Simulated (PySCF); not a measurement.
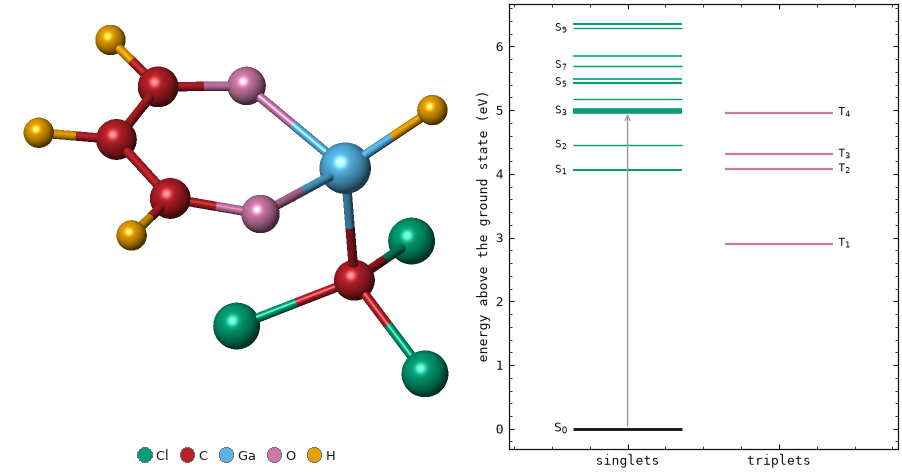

State diagram of C₄H₄Cl₃GaO₂, SMILES Cl[C](Cl)(Cl)[Ga@H-]1[O]C=CC=[O+]1, singlet. Vertical TDDFT excitations, PBE0/def2-SVPD, PySCF, at a PBE0-D3(BJ)/def2-SVP geometry (no frequency check), gas phase. Triplets in the Tamm-Dancoff approximation; only the lowest 10 singlets and 4 triplets were computed. Thicker singlet lines are brighter; the arrow marks the brightest.

Question: What is the vertical gap between S1 and T1?

Answer: 1.15 eV: S1 at 4.06 eV, T1 at 2.91 eV.

Question: What character does the calculation give T1?

Answer: Mainly HOMO → LUMO (63 %).

Question: What are the energy, strength and character of the state that the arrow marks?

Answer: S3 at 4.98 eV (249 nm), f = 0.111, mainly HOMO−1 → LUMO (92 %).

Caveats: core orbitals are frozen in the response.
